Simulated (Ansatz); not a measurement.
F₂H₂O₂W···HF

```xyz
9

W    -0.6056   -0.2812   -0.4157
H     1.5304    0.9337    1.1145
F     2.2504    0.3620    1.2764
O    -0.0156    1.3273    0.3997
H    -0.2667    2.1559   -0.0514
O    -2.4184    0.0597   -0.1574
H    -2.6714    0.0716    0.7892
F    -0.6872   -2.1097   -0.1779
F     0.6923   -0.2784   -1.7340
```

Core potentials replace the inner electrons of W.

The calculation used RKS PBE0-D4/def2-SVP in Ansatz.

What will maps of the electron density and electron localisation function show?

Answer. W–F (1.85 Å): ρ is about 1.1 e/Å³ halfway; the ELF peaks at about 0.85 in the valence shell of F, 0.5 Å from its nucleus, and drops to about 0.20 between the two atoms.
O–H (0.98 Å): ρ is about 3.5 e/Å³ halfway; the ELF climbs to about 1 towards the hydrogen, as it does in any bond to H; a covalent bond by its length.

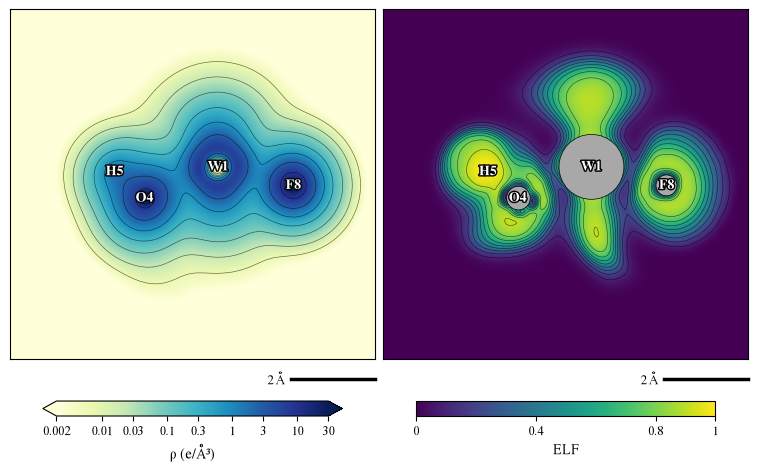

Computed electron density and electron localisation function on the plane of atoms O4, W1 and F8, in this order. Grey discs cover the atomic cores in the ELF map. 
